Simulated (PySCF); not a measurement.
Run report: C7H11O, EPR calculation

The run: EPR calculation of C7H11O, multiplicity 2. Method and program: UKS B3LYP, pcH-1 on C H O, non-relativistic, mean-field spin-orbit, GIAO (PySCF 2.14.0).

It belongs to a series of runs on one base structure; here: H removed from sp2 C.

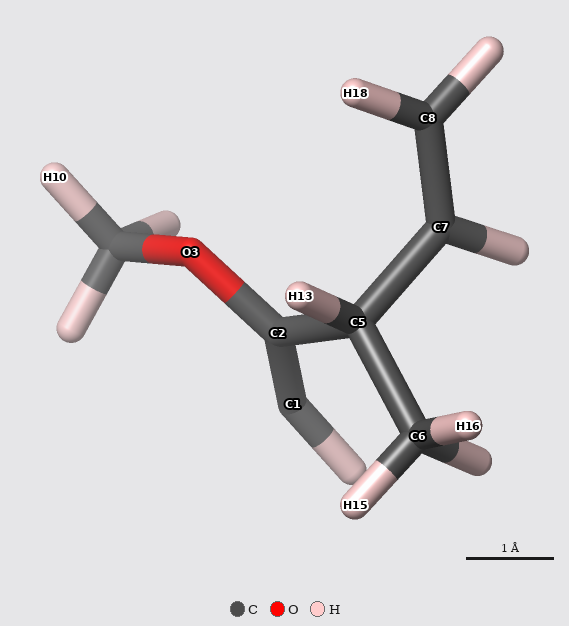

Figure 1. The input geometry (stick view, seen at a tilt; atoms are numbered from 1 in the order of the input). Bond lengths as drawn: C–C 1.29 to 1.55 Å, C–H 1.06 to 1.10 Å and C–O 1.37 to 1.41 Å.

**Summary**

| quantity | value |
| --- | --- |
| outcome | converged |
| total energy | −348.481676 hartree |
| ⟨S²⟩ | 0.758 |
| isotropic g | 2.0025 |
| hardware | 1 CPU thread, shared host |
| wall time | 79 s |
| peak memory | 0.98 GiB |

**Input**
```
{"job": {"kind": "epr", "basis": "pcH-1"}, "charge": 0, "multiplicity": 2}
C     -1.395476    -0.824241    -0.895917
C     -0.773889    -0.187308     0.044484
O     -1.234646     0.917847     0.706165
C     -2.463697     1.416456     0.240557
C      0.633616    -0.541440     0.593389
C      0.957591    -2.022849     0.462411
C      1.602206     0.321708    -0.144851
C      2.076512     1.465227     0.319176
H     -1.234019    -1.656183    -1.533502
H     -2.683235     2.303816     0.831247
H     -2.399518     1.678236    -0.820992
H     -3.258669     0.673826     0.368868
H      0.606157    -0.248715     1.646624
H      1.010159    -2.315969    -0.583158
H      0.197466    -2.625347     0.953716
H      1.920091    -2.229408     0.926394
H      1.874072    -0.028257    -1.132175
H      1.802788     1.834607     1.293484
H      2.752689     2.077244    -0.253051
```

The first line tells a small driver script what to run in PySCF; the rest is the geometry in Å.

Launched with:
```bash
OMP_NUM_THREADS=1 python <driver script> task.json out
```

**Output**
```
UKS, coarse grid
  cycle   1  E = -348.38984963  |g| = 4.58e-01
  cycle   2  E = -348.31828627  |g| = 6.51e-01
  cycle   3  E = -348.47441189  |g| = 1.29e-01
  cycle   4  E = -348.48065629  |g| = 4.20e-02
  cycle   5  E = -348.48142212  |g| = 1.78e-02
  cycle   6  E = -348.48158362  |g| = 5.06e-03
  cycle   7  E = -348.48160801  |g| = 2.39e-03
  cycle   8  E = -348.48161451  |g| = 1.75e-03
  cycle   9  E = -348.48161778  |g| = 6.17e-04
UKS, final grid
  cycle   1  E = -348.48167569  |g| = 8.35e-04
  cycle   2  E = -348.48167512  |g| = 1.45e-03
  cycle   3  E = -348.48167618  |g| = 1.70e-04
  cycle   4  E = -348.48167622  |g| = 1.13e-04
  cycle   5  E = -348.48167625  |g| = 5.43e-05
  cycle   6  E = -348.48167625  |g| = 1.49e-05
E = -348.48167625 Eh   <S^2> = 0.7578 (exact 0.7500)
g shifts (ppm)      1          2          3
  rmc          -149       -149       -149
  gc             19         17         -3
  oz_so        -136        363        644
  total        -266        231        492
hyperfine (MHz)  atom isotope    a_iso     a_fc   dipolar eigenvalues
    0   13C     276.80     276.80    -80.57    -61.24    141.81
    1   13C     -39.08     -39.08    -19.05     -2.17     21.22
    2   17O     -21.05     -21.05    -11.80      2.64      9.16
    3   13C       6.19       6.19     -1.98     -0.04      2.02
    4   13C      44.98      44.98     -7.74     -7.12     14.86
    5   13C       2.58       2.58     -0.77     -0.55      1.33
    6   13C      -6.13      -6.13     -1.72      0.41      1.31
    7   13C       2.29       2.29     -1.91     -1.40      3.31
    8    1H      12.52      12.52    -33.11     -6.54     39.65
    9    1H       2.09       2.09     -2.17     -1.32      3.49
   10    1H       1.77       1.77     -5.58     -2.93      8.51
   11    1H       2.62       2.62     -5.66     -2.84      8.50
   12    1H       9.06       9.06     -4.26     -0.61      4.87
   13    1H       0.18       0.18     -3.50     -2.22      5.71
   14    1H       0.17       0.17     -2.56     -1.94      4.50
   15    1H      -0.85      -0.85     -1.41     -0.83      2.24
   16    1H       0.57       0.57     -1.76     -1.62      3.39
   17    1H      -1.05      -1.05     -0.98     -0.14      1.12
   18    1H      -0.91      -0.91     -1.17     -0.44      1.61
```

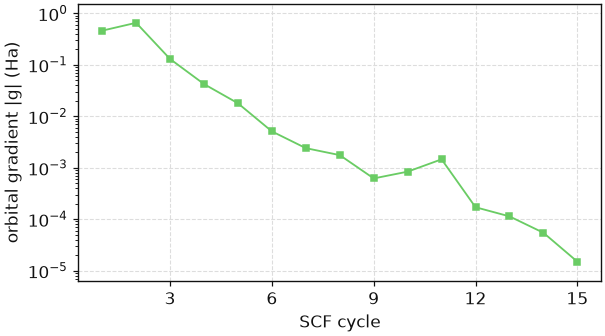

Figure 2. Convergence of the self-consistent field: orbital gradient |g| against the SCF cycle. All cycles printed in the log are drawn one after another.

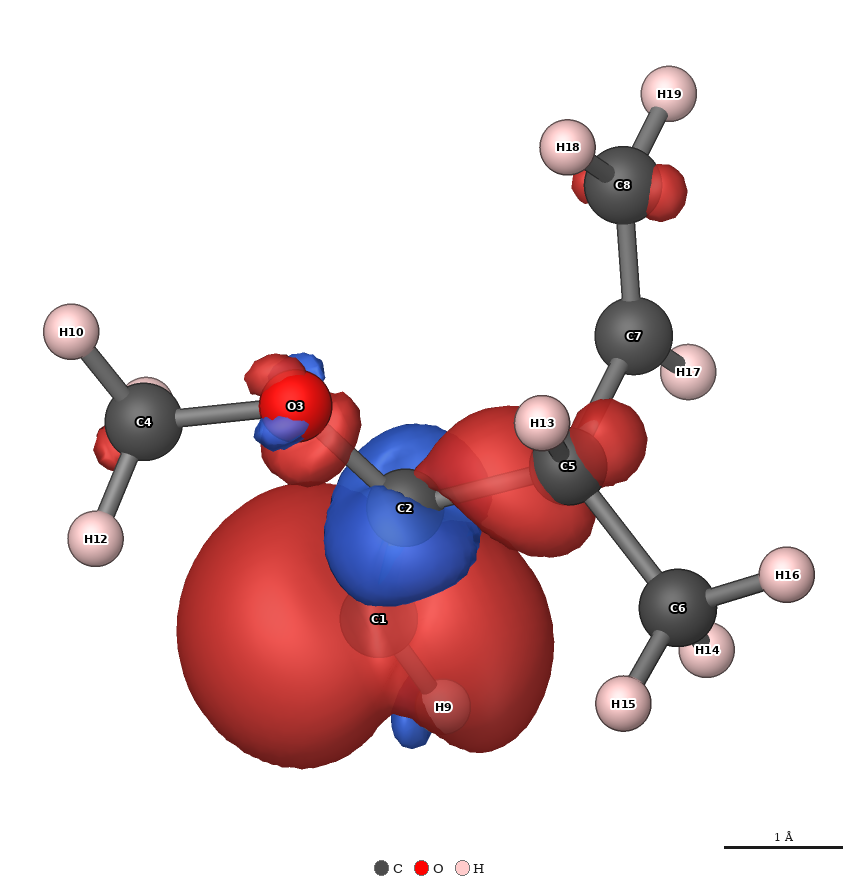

Figure 3. Isosurfaces of the spin density (α minus β) at +0.015 (red) and −0.015 e/Å³ (blue), seen face on. The unpaired spin (1 electron) lies mostly on C1 (about 0.8) and H9 (about 0.1), in electrons by Hirshfeld's partition.

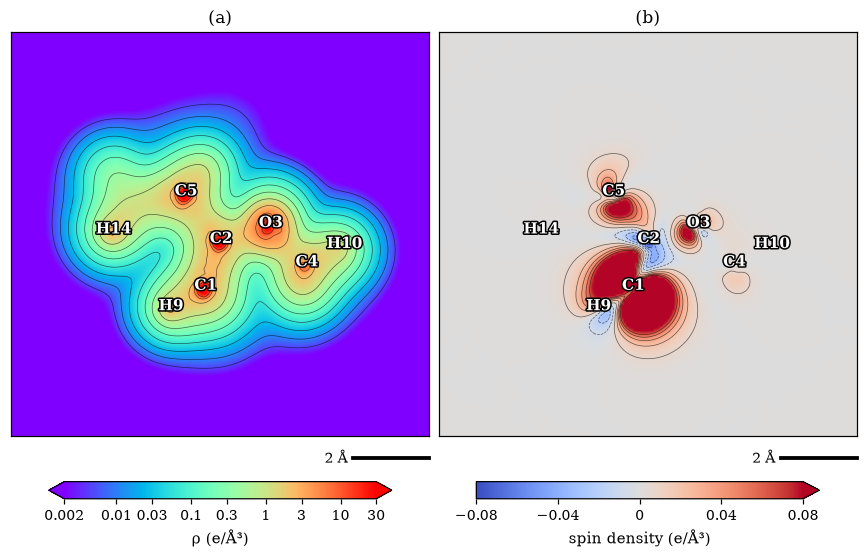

Figure 4. (a) total electron density; (b) spin density (α minus β) on the plane of atoms C2, C1 and H9. C–C (1.29 Å): ρ at the midpoint is about 2.4 e/Å³. C–O (1.37 Å): ρ is about 2.4 e/Å³ halfway. C–H (1.06 Å): ρ at the midpoint is about 2.1 e/Å³, with its minimum of 1.7 e/Å³ about 0.9 Å from C. The unpaired spin (1 electron) lies mostly on C1 (about 0.8) and H9 (about 0.1), in electrons by Hirshfeld's partition.

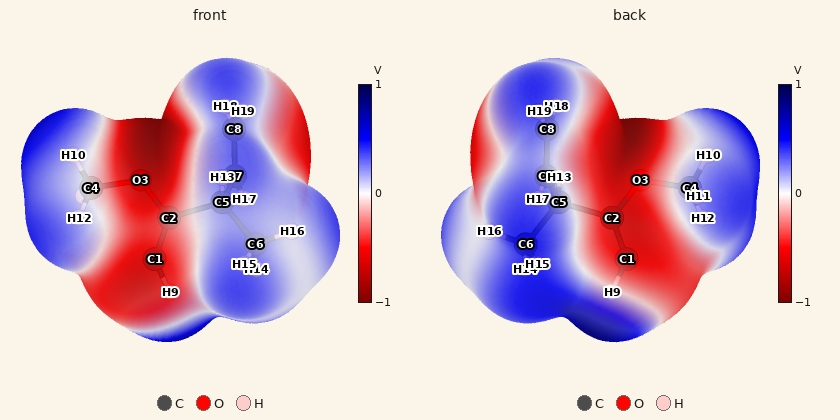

Figure 5. The molecular electrostatic potential painted on the density surface at 0.001 e/bohr³, seen at a tilt and from behind; red is negative and blue positive.
